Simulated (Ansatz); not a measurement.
# LiMgBr3 (model cell, started as cubic perovskite with Mg in the octahedra): following an unstable mode, part 2 of 3

Aim: this structure of LiMgBr3 (model cell, started as cubic perovskite with Mg in the octahedra) is to be tested for unstable modes, and one is followed downhill.

Ansatz 0.2.0; DFT PBEsol, scalar-relativistic, plane waves, PAW; PAW set soft_1.

So far, highest frequency on the path or at a solved wavevector (cm⁻¹): step 2 (the dispersion) 308. Also lowest frequency on the path (cm⁻¹): step 2 -176.

The structure was built from a prototype and need not be the compound's stable phase.

## Step 6: Relaxation from the frozen mode

Starting from the lowest point found, all atoms and the cell are let go, so that strain and other modes of the same symmetry can join in.

The input, input.yaml:

```yaml
crystal:
  lattice:
    - [5.2123358958, 0.0, 0.0]
    - [0.0, 5.2123358958, 0.0]
    - [0.0, 0.0, 5.2123358958]
  atoms:
    - { symbol: Li, position: [0.0, 0.0813961489, 0.0813961489] }
    - { symbol: Mg, position: [0.5, 0.5013130891, 0.5013130891] }
    - { symbol: Br, position: [0.5, 0.4962516685, 2.76513e-05] }
    - { symbol: Br, position: [0.5, 2.76513e-05, 0.4962516685] }
    - { symbol: Br, position: [0.0, 0.4962516685, 0.4962516685] }
kpoints:
  mp_grid: { grid: [6, 6, 6] }
hamiltonian:
  xc: pbesol
  pseudopotentials: { kind: paw, azcp: { folder: soft_1 }, xc_functional: pbe }
scf:
  occupations: { method: fixed }
output:
  forces: true
  stress: true
  eigenvalues: true
relax:
  adjacent_minimum: "off"
  f_tol: 0.002
  max_steps: 120
  cell: { stress_tol: 0.03 }
```

Run with:

```bash
ansatz run input.yaml --threads 8 --pin off --max-ram 16384MiB --backend cpu --events-out ev --progress --plain --runs-dir out
```

Numbers of over 12 decimals in the logs are rounded to 6 here.

Log:

```text
[...]
Crystal: 5 atoms, lattice volume = 141.611 Å³
Basis set: ecut = 420 eV, 2777 PW (Γ), exchange–correlation on 72×72×72 points (8 copies of the dense FFT grid, shifted against one another)
Bands: 22, of which v1, the nominal top of the filled ones, is band 17 counted from 1 (16 counted from 0)
Symmetry: 4 space group operations
[...]
k-points: 52 of 216 (time reversal used)
[...]
SCF iter   1: F=—  HF=-10331.285229 eV  |F-HF|=—  |Δ(HF+E_count)|=         —  Δρ=3.53e-2  dr2=1.38e0  ethr=3.10e-3  ⟨swp⟩=4.5  Hψ=5158  notcnv=0  defer=140
[...]
SCF iter   8: F=-10330.839490 eV  HF=-10330.839490 eV  |F-HF|=1.81e-8  |Δ(HF+E_count)|=   3.83e-7  Δρ=1.70e-6  dr2=8.13e-9  ethr=2.94e-10  ⟨swp⟩=10.6  Hψ=6363  notcnv=0
SCF 1 converged in 8 iterations: F = -10330.839490 eV  dr2 = 8.13e-9
[...]
relax step   1: F+E_penalty+E_count = -10330.83948960 eV  Δ(F+E_penalty+E_count) = +0.000e0 eV  max|allowed force component| = 2.846e-1 eV/Å  Δτ_max = 0.0000 Å  P = +0.090 GPa  Ω = 141.611 Å³  (8 SCF iters, dr2 threshold 1.00e-7 eV, accepted)
Crystal: 5 atoms, lattice volume = 143.340 Å³
Basis set: ecut = 420 eV, 2805 PW (Γ), exchange–correlation on 72×72×72 points (8 copies of the dense FFT grid, shifted against one another)
[...]
iter 1 solved again at ethr=8.69e-5 eV; its pass at ethr=3.10e-3 eV (dr2=2.96e-2 eV) is discarded
[...]
SCF iter   5: F=-10330.958370 eV  HF=-10330.958370 eV  |F-HF|=2.35e-7  |Δ(HF+E_count)|=   9.95e-6  Δρ=1.21e-5  dr2=3.89e-7  ethr=1.47e-9  ⟨swp⟩=11.2  Hψ=7118  notcnv=0
SCF 2 converged in 5 iterations: F = -10330.958370 eV  dr2 = 3.89e-7
relax step   2: F+E_penalty+E_count = -10330.95836991 eV  Δ(F+E_penalty+E_count) = -1.189e-1 eV  max|allowed force component| = 3.238e-1 eV/Å  Δτ_max = 0.1949 Å  P = -0.111 GPa  Ω = 143.340 Å³  energy of the carried Pulay correction = -9.801e-5 eV  (5 SCF iters, dr2 threshold 5.00e-7 eV, accepted)
Crystal: 5 atoms, lattice volume = 144.381 Å³
Basis set: ecut = 420 eV, 2845 PW (Γ), exchange–correlation on 72×72×72 points (8 copies of the dense FFT grid, shifted against one another)
[...]
SCF iter   5: F=-10331.067289 eV  HF=-10331.067289 eV  |F-HF|=3.14e-7  |Δ(HF+E_count)|=   9.61e-6  Δρ=1.13e-5  dr2=2.84e-7  ethr=1.47e-9  ⟨swp⟩=11.7  Hψ=7046  notcnv=0
SCF 3 converged in 5 iterations: F = -10331.067289 eV  dr2 = 2.84e-7
relax step   3: F+E_penalty+E_count = -10331.06728915 eV  Δ(F+E_penalty+E_count) = -1.089e-1 eV  max|allowed force component| = 2.498e-1 eV/Å  Δτ_max = 0.1971 Å  P = -0.084 GPa  Ω = 144.381 Å³  energy of the carried Pulay correction = -1.565e-4 eV  (5 SCF iters, dr2 threshold 5.00e-7 eV, accepted)
[...]
relax step   4: F+E_penalty+E_count = -10331.12292400 eV  Δ(F+E_penalty+E_count) = -5.563e-2 eV  max|allowed force component| = 1.772e-1 eV/Å  Δτ_max = 0.1950 Å  P = +0.377 GPa  Ω = 144.730 Å³  energy of the carried Pulay correction = -1.760e-4 eV  (5 SCF iters, dr2 threshold 5.00e-7 eV, accepted)
[...]
relax step   5: F+E_penalty+E_count = -10331.13137468 eV  Δ(F+E_penalty+E_count) = -8.451e-3 eV  max|allowed force component| = 1.891e-1 eV/Å  Δτ_max = 0.1609 Å  P = -0.158 GPa  Ω = 147.372 Å³  energy of the carried Pulay correction = -3.221e-4 eV  (5 SCF iters, dr2 threshold 5.00e-7 eV, accepted)
[...]
relax step   6: F+E_penalty+E_count = -10331.14513839 eV  Δ(F+E_penalty+E_count) = -1.376e-2 eV  max|allowed force component| = 5.839e-2 eV/Å  Δτ_max = 0.0783 Å  P = -0.004 GPa  Ω = 146.232 Å³  energy of the carried Pulay correction = -2.594e-4 eV  (5 SCF iters, dr2 threshold 5.00e-7 eV, accepted)
[...]
relax step   7: F+E_penalty+E_count = -10331.14612352 eV  Δ(F+E_penalty+E_count) = -9.851e-4 eV  max|allowed force component| = 4.113e-2 eV/Å  Δτ_max = 0.0084 Å  P = +0.040 GPa  Ω = 146.078 Å³  energy of the carried Pulay correction = -2.509e-4 eV  (4 SCF iters, dr2 threshold 2.13e-7 eV, accepted)
[...]
relax step   8: F+E_penalty+E_count = -10331.14735991 eV  Δ(F+E_penalty+E_count) = -1.236e-3 eV  max|allowed force component| = 4.690e-3 eV/Å  Δτ_max = 0.0095 Å  P = -0.043 GPa  Ω = 146.770 Å³  energy of the carried Pulay correction = -2.891e-4 eV  (5 SCF iters, dr2 threshold 1.60e-7 eV, accepted)
[...]
relax step   9: F+E_penalty+E_count = -10331.14745404 eV  Δ(F+E_penalty+E_count) = -9.413e-5 eV  max|allowed force component| = 4.257e-4 eV/Å  Δτ_max = 0.0031 Å  P = +0.002 GPa  Ω = 146.535 Å³  energy of the carried Pulay correction = -2.761e-4 eV  (5 SCF iters, dr2 threshold 1.50e-8 eV, accepted)
[...]
SCF iter   6: F=-10331.147767 eV  HF=-10331.147767 eV  |F-HF|=1.20e-10  |Δ(HF+E_count)|=  6.33e-10  Δρ=6.50e-8  dr2=7.67e-12  ethr=1.00e-12  ⟨swp⟩=14.4  Hψ=7777  notcnv=0
SCF 10 converged in 6 iterations: F = -10331.147767 eV  dr2 = 7.67e-12
relax step  10: F+E_penalty+E_count = -10331.14776674 eV  Δ(F+E_penalty+E_count) = -3.127e-4 eV  max|allowed force component| = 4.331e-4 eV/Å  Δτ_max = 0.0000 Å  P = +0.003 GPa  Ω = 146.535 Å³  stress off target by 7.42e-3 GPa  SCF on the basis re-selected at this cell (its energy is not comparable with the rows above)  (6 SCF iters)
basis re-selected at this cell: Δ(F+E_penalty+E_count) = -3.127e-4 eV, ΔP = +0.001 GPa vs the last step (what re-selecting the basis moved, of the pressure what is left beyond the Pulay correction that the steps carried, after the strain that the cell walked since its last selection, with what the two solves' SCF thresholds leave and, on support functions, any second-order correction that the steps lacked; it is no m [...]
SCF converged after 6 iterations
Free energy (F): -10331.147767 eV
[...]
Internal energy: -10331.147767 eV  (E = F + TS)
E sigma→0 (E₀):  -10331.147767 eV
Fermi energy:    1.543200 eV
[...]
--- Forces (eV/Å), atoms counted from 1 ---
  atom   1  Li     0.00000000     0.00016679     0.00016679
  atom   2  Mg    -0.00000000     0.00035664     0.00035664
  atom   3  Br    -0.00000000     0.00008549    -0.00016912
  atom   4  Br     0.00000000    -0.00016912     0.00008549
  atom   5  Br    -0.00000000    -0.00043147    -0.00043147
  max |Σ_I F_I| component: 8.34e-6 eV/Å
--- Stress (GPa, compression-positive) ---
        0.004777       0.000000      -0.000000
        0.000000       0.002017       0.005407
       -0.000000       0.005407       0.002017
  P = ⅓ Tr σ = 0.0029 GPa (0.029 kbar)
--- Band table (eV; the first three rows and the last of 52) ---
  k-point 0: bands = [... 13 lower, 0.5871, 0.6451, 0.7286, 1.1062, 4.1262, 5.4072, 7.4133, 7.6650, ... 1 higher]
  k-point 1: bands = [... 13 lower, 0.4563, 0.6195, 0.6689, 0.9321, 4.5890, 5.6488, 7.4901, 7.8192, ... 1 higher]
  k-point 2: bands = [... 13 lower, 0.1476, 0.5693, 0.6850, 0.7349, 5.5686, 6.2498, 7.4368, 8.0986, ... 1 higher]
  k-point 51: bands = [... 13 lower, 0.3784, 1.0249, 1.3262, 1.5418, 6.3078, 6.8523, 7.1806, 7.3082, ... 1 higher]
--- Relaxed structure (9 steps of the walk, 9 accepted, 1 SCFs on fresh bases) ---
  F+E_penalty+E_count = -10331.14776674 eV   max|allowed force component| = 4.331e-4 eV/Å   (the final SCF, on the basis selected at the relaxed cell)
  cell:  # Å, volume = 146.5349 Å³
    - [5.140094, 0, 0]
    - [0, 5.340149, 0.094709]
    - [0, 0.094709, 5.340149]
  atoms:
    - { symbol: Li, position: [0, 0.169005, 0.169005] }
    - { symbol: Mg, position: [0.5, 0.493765, 0.493765] }
    - { symbol: Br, position: [0.5, 0.439110, -0.016696] }
    - { symbol: Br, position: [0.5, -0.016696, 0.439110] }
    - { symbol: Br, position: [0, 0.490056, 0.490056] }
```

Run time: 18 s. Hardware: 8 threads of Arm Neoverse V2, shared host; peak memory 0.57 GiB; 2.2 min of CPU time.

The steps of the relaxation:

```csv
step,energy less that of the first step (eV),largest force component (eV/Å),pressure (GPa),volume (Å³)
1,0.0000,0.2846,0.09,141.61
2,-0.1189,0.3238,-0.11,143.34
3,-0.2278,0.2498,-0.08,144.38
4,-0.2834,0.1772,0.38,144.73
5,-0.2919,0.1891,-0.16,147.37
6,-0.3056,0.0584,0.00,146.23
7,-0.3066,0.0411,0.04,146.08
8,-0.3079,0.0047,-0.04,146.77
9,-0.3080,0.0004,0.00,146.53
10*,-0.3083,0.0004,0.00,146.53
```

Relaxation steps marked * repeat the geometry before them on a plane-wave basis chosen anew for their cell, so energy and pressure can jump there.

The run keeps the 4 symmetry operations that it works with, so distortions that break them were not tested.

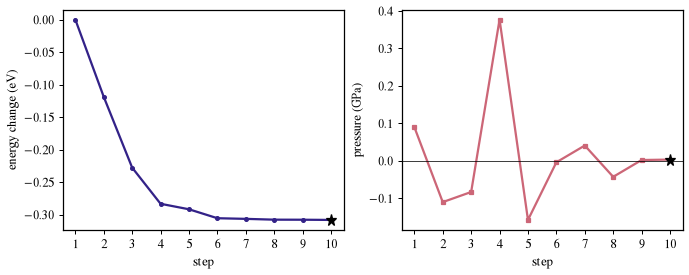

Energy and pressure along the relaxation. Stars mark steps on a basis chosen anew.

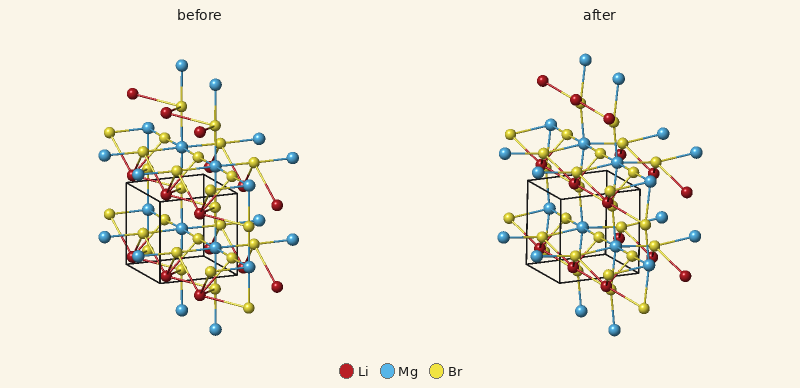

Before and after, at one scale.

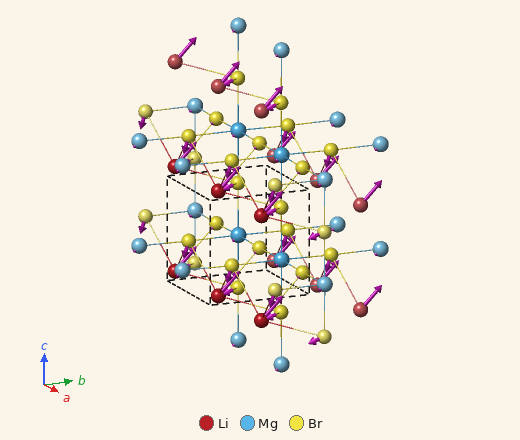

Displacements in the relaxation, exaggerated, measured against the changing cell; the longest in the cell stands for 0.67 Å. 2×1×2 cells are drawn. Some periodic images of atoms are drawn too.

```csv
"conventional cell, symmetrised",before,after,change
a (Å),5.212,5.140,-1.4 %
b (Å),7.371,7.418,+0.6 %
c (Å),7.371,7.686,+4.3 %
volume (Å³/atom),28.32,29.31,+3.5 %
```

The atoms that moved most (Å, as changes of fractional coordinates times the final cell):

```csv
atom,dx,dy,dz,length
Li1,0.000,0.476,0.476,0.673
Br3,0.000,-0.307,-0.095,0.321
Br4,0.000,-0.095,-0.307,0.321
Mg2,0.000,-0.041,-0.041,0.058
Br5,0.000,-0.034,-0.034,0.048
```

Numbers from this step:

```yaml
pressure: 0.002937 GPa
gap_on_the_k_mesh: 2.583 eV
volume_per_atom: 29.31 Å³
```

The distorted start has space group Amm2; the relaxation ends in Amm2.

## Step 7: The new phase in its own primitive cell

The relaxed structure is symmetrised, reduced to its primitive cell and relaxed tightly, as its phonons need.

input.yaml, the sections that differ from step 6:

```yaml
crystal:
  lattice:
    - [5.14009393, 0.0, 0.0]
    - [0.0, 3.7090861641, 3.843025124]
    - [0.0, -3.7090861641, 3.843025124]
  atoms:
    - { symbol: Li, position: [0.0, 0.1690046942, 0.1690046942] }
    - { symbol: Mg, position: [0.5, 0.4937650874, 0.4937650874] }
    - { symbol: Br, position: [0.5, 0.439109647, 0.9833044535] }
    - { symbol: Br, position: [0.5, 0.9833044535, 0.439109647] }
    - { symbol: Br, position: [0.0, 0.4900563442, 0.4900563442] }
kpoints:
  mp_grid: { grid: [4, 4, 4] }
relax:
  adjacent_minimum: "off"
  f_tol: 0.001
  max_steps: 60
  cell: { stress_tol: 0.01 }
# hamiltonian, scf, output: as in step 6
```

Log:

```text
[...]
Crystal: 5 atoms, lattice volume = 146.535 Å³
Basis set: ecut = 420 eV, 2881 PW (Γ), exchange–correlation on 72×72×72 points (8 copies of the dense FFT grid, shifted against one another)
Bands: 22, of which v1, the nominal top of the filled ones, is band 17 counted from 1 (16 counted from 0)
Symmetry: 4 space group operations
[...]
k-points: 21 of 64 (time reversal used)
[...]
cell:  # Å, volume = 146.5349 Å³
    - [5.14009393, 0.0, 0.0]
    - [0.0, 3.7090861641, 3.843025124]
    - [0.0, -3.7090861641, 3.843025124]
  atoms:
    - { symbol: Li, position: [0.0, 0.169005, 0.169005] }
    - { symbol: Mg, position: [0.500000, 0.493765, 0.493765] }
    - { symbol: Br, position: [0.500000, 0.439110, 0.983304] }
    - { symbol: Br, position: [0.500000, 0.983304, 0.439110] }
    - { symbol: Br, position: [0.0, 0.490056, 0.490056] }
[key lines of the parts left out:]
SCF converged after 7 iterations
Free energy (F): -10331.147527 eV
Fermi energy:    1.541912 eV
P = ⅓ Tr σ = 0.0033 GPa (0.033 kbar)
```

It took 1.9 s on 8 threads; peak memory 0.48 GiB; 13 s of CPU time.

Little changed from the start: no atom moved by 0.005 Å and no cell edge by 0.1 %.

A gap read on the k-mesh alone can miss the band edges.

This step gave:

```
pressure           : 0.003282 GPa
gap on the k-mesh  : 2.584 eV
direct gap on mesh : 3.020 eV
```

The largest force component left is 0.54 meV/Å and the pressure is 0.003 GPa, within the tolerances set. The cell now holds 29.31 Å³/atom.

(Continued in part 3 of 3.)

[Logs are printed without paths, hosts, clocks, repeated set-up lines and the standing remarks that a program may print on its own settings, such as how far it seeks lower states.]

[Hosts, paths, dates, database ids (printed as entryN), source tags and the programs' standing remarks are cut or masked in the printed files.]
